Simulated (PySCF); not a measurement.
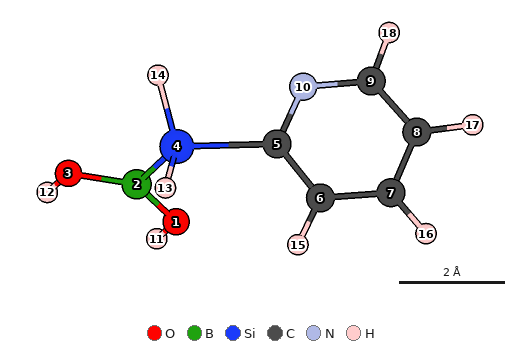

Figure 1. The starting structure (ball-and-stick view, seen at a tilt; atoms are numbered from 1 in the order of the input).

## Geometry relaxation of C5H8BNO2Si

C5H8BNO2Si, SMILES OB(O)[SiH2]c1ccccn1, computed with PBE0-D3(BJ)/def2-SVP geometry optimisation, gas phase (PySCF 2.14.0).

It belongs to a series of runs on one base structure; here: H on Si replaced by 2-pyridyl.

Input file
```
{"job": {"xc": "PBE0", "basis": "def2-SVP", "d3": "d3bj", "grid": 1, "shake": 0.01, "kind": "geom"}, "charge": 0, "multiplicity": 1}
O      2.311400    -0.113920     1.133370
B      2.643820     0.141900    -0.157600
O      3.892060     0.482390    -0.516620
Si     1.319850    -0.030470    -1.577880
C     -0.468920    -0.016530    -0.851230
C     -1.155490    -1.148720    -0.440940
C     -2.400920    -1.036280     0.122510
C     -2.940500     0.237630     0.260300
C     -2.203180     1.320010    -0.141120
N     -1.001090     1.198890    -0.681960
H      2.949080    -0.000950     1.823850
H      4.576180     0.571020     0.194280
H      1.342530    -1.301680    -2.325960
H      1.288410     1.017550    -2.597690
H     -0.696290    -2.132400    -0.570090
H     -2.960770    -1.895410     0.449280
H     -3.934150     0.386690     0.692770
H     -2.589560     2.332240    -0.065770
```

The first line tells a small driver script what to run in PySCF; the rest is the geometry in Å.

Hardware: 1 CPU thread, shared host.

Command:
```bash
OMP_NUM_THREADS=1 python <driver script> task.json out
```

The program's output
```
step   0  E = -713.97592361  max force = 0.043001
step   1  E = -713.98418468  max force = 0.009640
step   2  E = -713.98509978  max force = 0.003600
step   3  E = -713.98516594  max force = 0.004615
step   4  E = -713.98535379  max force = 0.002757
step   5  E = -713.98538378  max force = 0.001654
step   6  E = -713.98543895  max force = 0.001580
step   7  E = -713.98546912  max force = 0.001060
step   8  E = -713.98552794  max force = 0.001682
step   9  E = -713.98565496  max force = 0.002180
step  10  E = -713.98585557  max force = 0.001902
step  11  E = -713.98606195  max force = 0.000996
step  12  E = -713.98620842  max force = 0.000469
step  13  E = -713.98624263  max force = 0.000777
step  14  E = -713.98624821  max force = 0.000431
optimisation converged
```

Trajectory as extended XYZ (Å, eV, eV/Å), 6 of the 15 frames kept, from step=0 to step=14
```
18
Properties=species:S:1:pos:R:3:forces:R:3 step=0 energy=-19428.27447
O     2.3114   -0.1139    1.1334   -1.3047  -0.2595  -0.4713
B     2.6438    0.1419   -0.1576    0.8452  -0.0958   1.3550
O     3.8921    0.4824   -0.5166    1.7569   0.4803   0.2775
Si    1.3198   -0.0305   -1.5779   -2.2112  -0.2562  -0.3450
C    -0.4689   -0.0165   -0.8512    0.7250   0.6855   0.0204
C    -1.1555   -1.1487   -0.4409    0.6220  -1.0401  -0.2411
C    -2.4009   -1.0363    0.1225   -0.4796   0.5947   0.1304
C    -2.9405    0.2376    0.2603   -1.0014  -0.5451   0.5794
C    -2.2032    1.3200   -0.1411    0.4960   0.3315  -0.4704
N    -1.0011    1.1989   -0.6820    0.5265   0.4264  -0.2550
H     2.9491   -0.0009    1.8238    0.7552   0.1470   0.4380
H     4.5762    0.5710    0.1943   -1.0059  -0.1676  -0.8226
H     1.3425   -1.3017   -2.3260    0.3995  -0.5235  -0.1499
H     1.2884    1.0175   -2.5977    0.2957   0.5289  -0.3311
H    -0.6963   -2.1324   -0.5701    0.0014  -0.0378  -0.0089
H    -2.9608   -1.8954    0.4493   -0.2558  -0.5449   0.1539
H    -3.9341    0.3867    0.6928    0.0159  -0.0553   0.0004
H    -2.5896    2.3322   -0.0658   -0.1807   0.3314   0.1404
18
Properties=species:S:1:pos:R:3:forces:R:3 step=3 energy=-19428.52596
O     2.2288   -0.1468    1.1316   -0.0346  -0.0287  -0.0701
B     2.6456    0.1446   -0.1330    0.0297  -0.0134   0.1230
O     3.9105    0.5413   -0.4425    0.0307   0.0184  -0.0444
Si    1.2730   -0.0666   -1.6195    0.0368   0.0480  -0.0367
C    -0.4712   -0.0156   -0.8811    0.0830   0.0006  -0.0544
C    -1.1681   -1.1671   -0.4924   -0.0939   0.2137   0.0201
C    -2.4219   -1.0157    0.0940   -0.1716  -0.2373   0.0899
C    -2.9516    0.2588    0.2788    0.2195  -0.0460  -0.1101
C    -2.1759    1.3393   -0.1412   -0.0332   0.1212   0.0234
N    -0.9767    1.2156   -0.7002   -0.0176  -0.0416   0.0326
H     2.8914   -0.0403    1.8232    0.0529   0.0134   0.0266
H     4.5257    0.6185    0.2984   -0.0916  -0.0241  -0.0317
H     1.4653   -1.3922   -2.3010    0.0024  -0.0029   0.0224
H     1.3973    1.0059   -2.6522    0.0052  -0.0184  -0.0023
H    -0.7336   -2.1587   -0.6483   -0.0316   0.0376   0.0108
H    -2.9893   -1.8957    0.4059   -0.0289  -0.0387   0.0183
H    -3.9338    0.4161    0.7317    0.0397  -0.0213  -0.0132
H    -2.5489    2.3629   -0.0152    0.0032   0.0194  -0.0044
18
Properties=species:S:1:pos:R:3:forces:R:3 step=6 energy=-19428.53339
O     2.2932   -0.1818    1.1417    0.0633   0.0086   0.0278
B     2.6613    0.1232   -0.1329   -0.0296   0.0040  -0.0474
O     3.9099    0.5311   -0.4913    0.0160   0.0026   0.0812
Si    1.2662   -0.0831   -1.5986   -0.0017   0.0029   0.0097
C    -0.4802   -0.0085   -0.8650   -0.0109  -0.0056   0.0047
C    -1.2056   -1.1509   -0.5004   -0.0066   0.0229  -0.0121
C    -2.4622   -1.0016    0.0807   -0.0238  -0.0422   0.0146
C    -2.9602    0.2827    0.2784    0.0414   0.0094  -0.0105
C    -2.1658    1.3617   -0.1121   -0.0032   0.0120   0.0040
N    -0.9644    1.2279   -0.6636    0.0093   0.0124   0.0125
H     2.9843   -0.0651    1.8064   -0.0398  -0.0156  -0.0283
H     4.5397    0.6024    0.2376   -0.0098  -0.0031  -0.0438
H     1.4458   -1.4212   -2.2577   -0.0079  -0.0088   0.0022
H     1.4025    0.9706   -2.6477    0.0043  -0.0019  -0.0085
H    -0.7851   -2.1448   -0.6726   -0.0058  -0.0022   0.0002
H    -3.0469   -1.8773    0.3756    0.0005   0.0008  -0.0058
H    -3.9415    0.4510    0.7273   -0.0001  -0.0005   0.0001
H    -2.5248    2.3881    0.0313    0.0044   0.0042  -0.0007
18
Properties=species:S:1:pos:R:3:forces:R:3 step=8 energy=-19428.53581
O     2.3525   -0.2371    1.1385   -0.0205  -0.0003   0.0041
B     2.6685    0.0825   -0.1453    0.0587   0.0408  -0.0865
O     3.8988    0.5136   -0.5433   -0.0369  -0.0248   0.0671
Si    1.2512   -0.1344   -1.5856   -0.0111  -0.0263   0.0040
C    -0.4905   -0.0109   -0.8504    0.0227  -0.0151   0.0106
C    -1.2655   -1.1347   -0.5333   -0.0183   0.0522  -0.0053
C    -2.5143   -0.9517    0.0550   -0.0131  -0.0169   0.0066
C    -2.9513    0.3457    0.3052   -0.0105   0.0099   0.0051
C    -2.1111    1.4047   -0.0423   -0.0052  -0.0276  -0.0001
N    -0.9169    1.2381   -0.5992    0.0295  -0.0022  -0.0005
H     3.0644   -0.1123    1.7776   -0.0030  -0.0078   0.0062
H     4.5537    0.5825    0.1620    0.0231   0.0062  -0.0027
H     1.3978   -1.4963   -2.2048   -0.0056   0.0053  -0.0054
H     1.4076    0.8847   -2.6661   -0.0010  -0.0020  -0.0074
H    -0.8901   -2.1387   -0.7469   -0.0041   0.0079  -0.0021
H    -3.1390   -1.8107    0.3138   -0.0081   0.0016   0.0007
H    -3.9245    0.5398    0.7614   -0.0007  -0.0017   0.0019
H    -2.4248    2.4395    0.1410    0.0042   0.0006   0.0036
18
Properties=species:S:1:pos:R:3:forces:R:3 step=11 energy=-19428.55034
O     2.3481   -0.3986    1.0513   -0.0493  -0.0313  -0.0019
B     2.6571   -0.0880   -0.2367    0.0512   0.0206  -0.0145
O     3.8728    0.3782   -0.6375   -0.0504  -0.0311  -0.0124
Si    1.2035   -0.3646   -1.6303   -0.0009   0.0034   0.0008
C    -0.4884   -0.0526   -0.8353    0.0071   0.0286   0.0236
C    -1.4692   -1.0368   -0.6610   -0.0147  -0.0296  -0.0214
C    -2.6576   -0.7089   -0.0117    0.0243   0.0241  -0.0191
C    -2.8294    0.5960    0.4393   -0.0203   0.0114   0.0062
C    -1.8004    1.5136    0.2185    0.0033  -0.0110  -0.0043
N    -0.6637    1.2052   -0.3951    0.0051   0.0048   0.0132
H     3.0483   -0.2456    1.6957    0.0398   0.0149   0.0171
H     4.5244    0.4855    0.0656    0.0050  -0.0024   0.0178
H     1.2193   -1.7752   -2.1474    0.0153   0.0020  -0.0032
H     1.3865    0.5522   -2.7975   -0.0203  -0.0078  -0.0081
H    -1.2990   -2.0502   -1.0321    0.0039  -0.0045   0.0019
H    -3.4376   -1.4602    0.1377    0.0003   0.0031   0.0035
H    -3.7428    0.9036    0.9534    0.0003   0.0050   0.0017
H    -1.9057    2.5505    0.5601    0.0005  -0.0001  -0.0010
18
Properties=species:S:1:pos:R:3:forces:R:3 step=14 energy=-19428.55541
O     2.4319   -0.6859    0.9709    0.0219   0.0098   0.0020
B     2.6455   -0.3531   -0.3315   -0.0222  -0.0192   0.0157
O     3.8215    0.1379   -0.8089    0.0167   0.0106  -0.0006
Si    1.0978   -0.6379   -1.6157    0.0040  -0.0026   0.0019
C    -0.5020   -0.0835   -0.7609    0.0082   0.0043  -0.0082
C    -1.7009   -0.8076   -0.7714   -0.0043   0.0039   0.0108
C    -2.8113   -0.2941   -0.1047   -0.0059  -0.0070  -0.0048
C    -2.6909    0.9281    0.5493    0.0135  -0.0001  -0.0048
C    -1.4580    1.5817    0.5039   -0.0100   0.0123   0.0112
N    -0.3945    1.0966   -0.1261   -0.0033  -0.0124  -0.0114
H     3.1712   -0.5092    1.5653   -0.0141  -0.0071  -0.0047
H     4.5138    0.2535   -0.1466   -0.0057  -0.0033  -0.0068
H     0.9529   -2.0801   -2.0096   -0.0041  -0.0003  -0.0016
H     1.2666    0.1456   -2.8808    0.0052   0.0037   0.0037
H    -1.7587   -1.7643   -1.2962   -0.0004   0.0005   0.0015
H    -3.7578   -0.8414   -0.0949   -0.0003   0.0017  -0.0019
H    -3.5321    1.3707    1.0873    0.0007   0.0026  -0.0023
H    -1.3287    2.5471    1.0077    0.0001   0.0025   0.0002
```

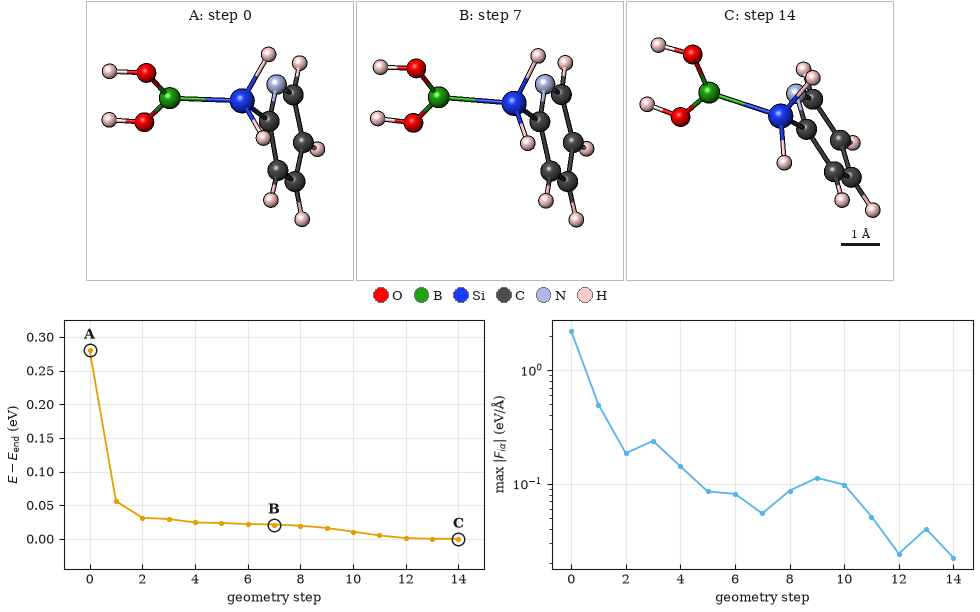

Figure 2. Frames of the relaxation (ball-and-stick view, seen at a tilt) above the curves, on which the letters mark them (steps are counted from 0).

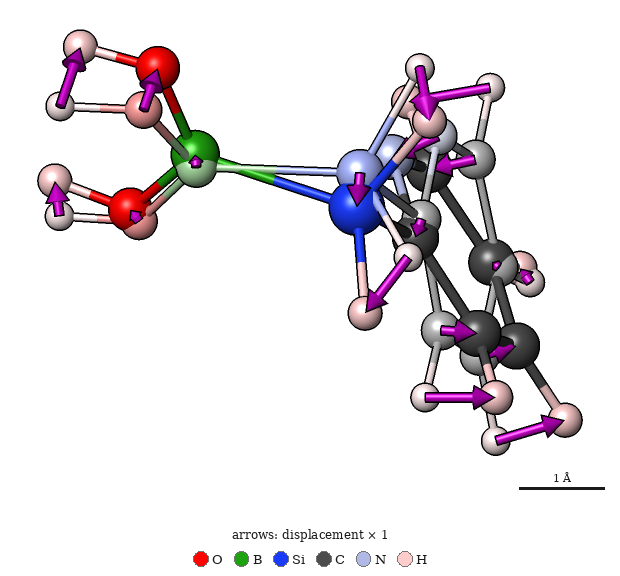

Figure 3. Start (faint) and end (solid) with the displacements as pink arrows, at true length (ball-and-stick view, seen at a tilt). The two geometries are laid on each other by the best rigid fit. The largest move after the best rigid fit is that of H18, 0.99 Å. Largest moves by element: H 0.99 Å, N 0.60 Å, O 0.58 Å, C 0.56 Å, Si 0.42 Å, B 0.16 Å. Among the contacts that change: B2–Si4 1.949 → 2.031 Å, Si4–H14 1.463 → 1.498 Å, Si4–C5 1.931 → 1.897 Å, Si4–H13 1.475 → 1.502 Å. Among the angles that change: C5–Si4–H13 102.2° → 108.5°, B2–Si4–H14 117.3° → 112.0°, B2–O1–H11 120.4° → 115.1°. Over 14 geometry steps the energy falls by 0.281 eV. Largest force component: 2.2 eV/Å at the start, 0.022 eV/Å at the end. (Atoms are counted from 1 in the order of the input.)

Key numbers

| quantity | value |
| --- | --- |
| outcome | converged |
| total energy | −713.986248 hartree |
| dipole moment | 2.67 D |
| point group | C1 |
| wall time | 4.8 min |
| peak memory | 0.78 GiB |
